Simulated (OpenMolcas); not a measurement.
**SiN2H5OF (SMILES N[Si](N)(O)F): levels of theory compared**

Wanted: a comparison of 6 runs (HF/3-21G, BHLYP/cc-pVDZ, BLYP/cc-pVDZ, PBE/cc-pVDZ, PBE0/cc-pVDZ, CCSD(T)/cc-pVDZ) of SiN2H5OF. 

The calculation is run with OpenMolcas 26.06.

1 further run of the same task is left out (set aside as unsound or not needed).

### 1 The structure to begin with

SiN2H5OF has 10 atoms, charge 0, and is taken as a singlet. SMILES: `N[Si](N)(O)F`. Geometry: relaxed at PBE0-D4/def2-TZVP. This is one conformer, not always the lowest.

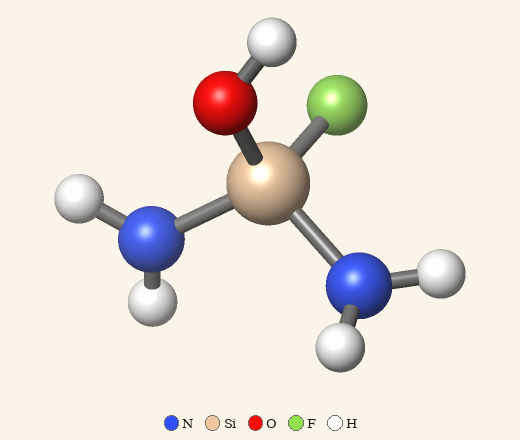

Viewed from a chosen angle; nitrogen blue, silicon light orange, oxygen red, fluorine green, hydrogen white.

### 2 Energy and forces at HF/3-21G (run 1)

The input, coord.xyz:

```xyz
10

N     -0.415800     1.495400    -0.024800
Si     0.063400    -0.096400    -0.298300
N     -0.488700    -1.065100     0.977800
O      1.671000     0.022600    -0.585100
F     -0.553900    -0.827100    -1.586600
H     -1.328300     1.723100     0.327300
H      0.046600     2.272000    -0.464100
H     -0.741200    -2.027100     0.831100
H     -0.238900    -0.873700     1.932500
H      2.068800    -0.674900    -1.106900
```

The input, job.inp:

```
* FH5N2OSi Hartree-Fock

&GATEWAY
 BasLib = $CurrDir
 Coord = coord.xyz
 Basis = 3-21G
 Group = NoSym

&SEWARD

&SCF
 Thresholds = 1e-10 1e-07 1e-07 1e-05
 PrOrbitals = 1

&ALASKA
```

The basis set 3-21G is read from a file made from the Basis Set Exchange's data (not shown).

Run with:

```
export MOLCAS_MEM=1860
pymolcas job.inp > job.log
```

Standard output:

```text
--- Start Module: gateway ---
[...]
--- Stop Module: gateway /rc=_RC_ALL_IS_WELL_ ---
[...]
      Basis functions           59
[...]
--- Start Module: scf ---
[...]
       Convergence after  14 Iterations
[...]
::    Total SCF energy                               -572.1516967932
[...]
      Total spin, S                                     0.0000000000
[...]
      Total electronic charge=   50.000000
      Total            charge=   -0.000000
[...]
      Dipole Moment (debye):
      Origin of the operator (angstrom)=    0.0533   -0.1208   -0.3434
                   X=  9.5251E-03               Y= -7.1654E-01               Z=  1.0631E+00           Total=  1.2821E+00
      Quadrupole Moment (debye*angstrom):
[...]
--- Stop Module: scf /rc=_RC_ALL_IS_WELL_ ---
[...]
--- Start Module: alaska ---
[...]
 *              Molecular gradients               *
 **************************************************
  Irreducible representation: a
 ------------------------------------------------------------------------------------------
                              X                       Y                       Z
 ------------------------------------------------------------------------------------------
  N1                1.42656459658124E-02   -1.86894551749344E-02    8.94003419234446E-03
  SI2               1.03412068244530E-02   -1.42316900728336E-02   -1.62068763239964E-02
  N3               -7.95716861184204E-03    1.89947848371945E-02   -1.36122355083597E-02
  O4               -9.69018022556156E-03    9.92403481776094E-03    7.86519835971955E-03
  F5                3.50485364759479E-03    5.77767789149597E-03    1.54481040780468E-02
  H6               -5.45560974666959E-03    1.73489643819691E-04   -1.63063708045841E-03
  H7                3.87481544914525E-04    3.24820911708557E-03   -5.41352163622388E-03
  H8                3.25931750829800E-03   -4.45819905421363E-03   -1.84266359517429E-03
[...]
--- Stop Module: alaska /rc=_RC_ALL_IS_WELL_ ---
[...]
```

Wall time 4.5 s (1 thread of AMD EPYC 7R43 (Zen 3), shared host); peak memory 0.39 GiB.

### 3 Energy and forces at BHLYP/cc-pVDZ (run 2)

The input, job.inp:

```
* FH5N2OSi Kohn-Sham DFT

&GATEWAY
  BASLIB=$CurrDir
  BASISSET
  N.cc-pVDZ....
  N1 -0.415800 1.495400 -0.024800 angstrom
  N3 -0.488700 -1.065100 0.977800 angstrom
  End of Basis
  BASISSET
  Si.cc-pVDZ....
  Si2 0.063400 -0.096400 -0.298300 angstrom
  End of Basis
  BASISSET
  O.cc-pVDZ....
  O4 1.671000 0.022600 -0.585100 angstrom
  End of Basis
  BASISSET
  F.cc-pVDZ....
  F5 -0.553900 -0.827100 -1.586600 angstrom
  End of Basis
  BASISSET
  H.cc-pVDZ....
  H6 -1.328300 1.723100 0.327300 angstrom
  H7 0.046600 2.272000 -0.464100 angstrom
  H8 -0.741200 -2.027100 0.831100 angstrom
  H9 -0.238900 -0.873700 1.932500 angstrom
  H10 2.068800 -0.674900 -1.106900 angstrom
  End of Basis

&SEWARD
  GRIDINPUT
  Grid=UltraFine
  End of Grid

&SCF
  KSDFT=HYB_GGA_XC_BHANDHLYP
  THRESHOLDS=1e-10 1e-07 1e-07 1e-05
  PRORBITALS=1 1

&ALASKA
```

The basis set cc-pVDZ is read from a file made from the Basis Set Exchange's data (not shown).

Run with:

```
export MOLCAS_MEM=1860
pymolcas job.inp > job.log
```

Standard output:

```text
--- Start Module: gateway ---
[...]
--- Stop Module: gateway /rc=_RC_ALL_IS_WELL_ ---
[...]
      Basis functions           99
[...]
--- Start Module: scf ---
[...]
       Convergence after  14 Iterations
[...]
::    Total KS-DFT energy                            -577.1132762894
[...]
      Total spin, S                                     0.0000000000
[...]
      Total electronic charge=   50.000000
      Total            charge=   -0.000000
[...]
      Dipole Moment (debye):
      Origin of the operator (angstrom)=    0.0533   -0.1208   -0.3434
                   X=  1.7937E-02               Y= -2.6795E-01               Z=  1.2168E+00           Total=  1.2461E+00
      Quadrupole Moment (debye*angstrom):
[...]
--- Stop Module: scf /rc=_RC_ALL_IS_WELL_ ---
[...]
--- Start Module: alaska ---
[...]
 *              Molecular gradients               *
 **************************************************
  Irreducible representation: a
 ------------------------------------------------------------------------------------------
                              X                       Y                       Z
 ------------------------------------------------------------------------------------------
  N1                1.58082391920544E-03   -6.87909918328167E-03   -1.75449752719414E-03
  N3                3.67845708197834E-03    4.26221341454980E-03   -5.37258713919009E-03
  SI2               1.63416598008373E-03   -8.92164857140687E-03   -1.78185104172188E-02
  O4               -1.73606500498948E-02    2.07230645712020E-03    5.44428802381930E-03
  F5                9.38735861134354E-03    1.14463200941639E-02    2.05041346477799E-02
  H6                1.35105676391412E-04   -1.16917317533716E-04    5.34207982402890E-04
  H7                4.53914044769022E-04    1.32339819463922E-04    3.71730443951446E-04
  H8               -5.97218838536806E-04    2.38294745785517E-04   -1.37456737772546E-04
[...]
--- Stop Module: alaska /rc=_RC_ALL_IS_WELL_ ---
[...]
```

Run time: 58 s. Hardware: 1 thread of AMD EPYC 7R43 (Zen 3), shared host; peak memory 0.55 GiB.

Runs 3 to 5 aren't shown in full; the table further down has their settings and results.

### 4 A single-point energy at CCSD(T)/cc-pVDZ (Cholesky decomposition) (run 6)

The input, run.input:

```
&GATEWAY
BasLib
$CurrDir
Coord
10
angstrom
N       -0.415800       1.495400      -0.024800
Si       0.063400      -0.096400      -0.298300
N       -0.488700      -1.065100       0.977800
O        1.671000       0.022600      -0.585100
F       -0.553900      -0.827100      -1.586600
H       -1.328300       1.723100       0.327300
H        0.046600       2.272000      -0.464100
H       -0.741200      -2.027100       0.831100
H       -0.238900      -0.873700       1.932500
H        2.068800      -0.674900      -1.106900
Basis
cc-pVDZ
Group
NoSym
&SEWARD
High
&SCF
Thresholds
1e-10 1e-07 1e-07 1e-05
PrOrbitals
0
&CHCC
Frozen
9
Threshold
1e-08
MaxIterations
80
&CHT3
Frozen
9
```

The basis set cc-pVDZ is read from a file made from the Basis Set Exchange's data (not shown).

Run with:

```
export MOLCAS_MEM=1860
pymolcas run.input > run.log
```

Standard output:

```text
--- Start Module: gateway ---
[...]
--- Stop Module: gateway /rc=_RC_ALL_IS_WELL_ ---
[...]
      Basis functions           99
[...]
       Convergence after  15 Iterations
[...]
::    Total SCF energy                               -575.2350685395
[...]
      Total spin, S                                     0.0000000000
[...]
      Total electronic charge=   50.000000
      Total            charge=   -0.000000
[...]
      Dipole Moment (debye):
      Origin of the operator (angstrom)=    0.0533   -0.1208   -0.3434
                   X=  2.3973E-02               Y= -3.0585E-01               Z=  1.2561E+00           Total=  1.2931E+00
      Quadrupole Moment (debye*angstrom):
[...]
--- Start Module: chcc ---
[...]
--- Stop Module: chcc /rc=_RC_ALL_IS_WELL_ ---
[...]
--- Start Module: cht3 ---
[...]
--- Stop Module: cht3 /rc=_RC_ALL_IS_WELL_ ---
[...]
```

Run time: 6.2 min. Hardware: 1 thread of AMD EPYC 7R43 (Zen 3), shared host; peak memory 0.19 GiB.

### 5 Overview of the runs

| run | level | integration grid | integral approximation | energy (Eh) | dipole moment (D) of the reference | HOMO energy (eV) | LUMO energy (eV) | wall time |
| --- | --- | --- | --- | --- | --- | --- | --- | --- |
| 1 | HF/3-21G | – | none | -572.151697 | 1.28 | -11.08 | 6.21 | 4.5 s |
| 2 | BHLYP/cc-pVDZ | UltraFine | none | -577.113276 | 1.25 | -8.79 | 2.24 | 58 s |
| 3 | BLYP/cc-pVDZ | UltraFine | none | -577.163294 | 1.15 | -5.50 | 0.54 | 86 s |
| 4 | PBE/cc-pVDZ | UltraFine | none | -576.776119 | 1.17 | -5.67 | 0.58 | 79 s |
| 5 | PBE0/cc-pVDZ | UltraFine | none | -576.822784 | 1.22 | -7.30 | 1.52 | 60 s |
| 6 | CCSD(T)/cc-pVDZ (Cholesky decomposition) | – | CD high | -576.088682 | 1.29 | -11.24 | 4.65 | 6.2 min |

### 6 Results

| quantity | value |
| --- | --- |
| run 6: total energy | -576.08868 Eh |
| run 6: dipole moment (mean-field density) | 1.29 D |
| run 6: HOMO energy (Hartree–Fock orbitals) | -11.24 eV |
| run 6: LUMO energy (Hartree–Fock orbitals) | 4.65 eV |
| run 6: HOMO–LUMO gap (Hartree–Fock orbitals) | 15.90 eV |
| run 6: correlation energy (9 core orbitals frozen) | -853.6 mEh |
| run 6: (T) correction | -17.15 mEh |

**Reading.** Over runs 1, 2, 3, 4, 5 the dipole moment (its size) runs from 1.15 D (BLYP/cc-pVDZ) to 1.28 D (HF/3-21G). The two ends differ in method and basis. Over runs 1, 2, 3, 4, 5 the HOMO–LUMO gap runs from 6.04 eV (BLYP/cc-pVDZ) to 17.29 eV (HF/3-21G). Totals of different functionals can't be ranked against each other. All runs together took 11 min, the longest 6.2 min.
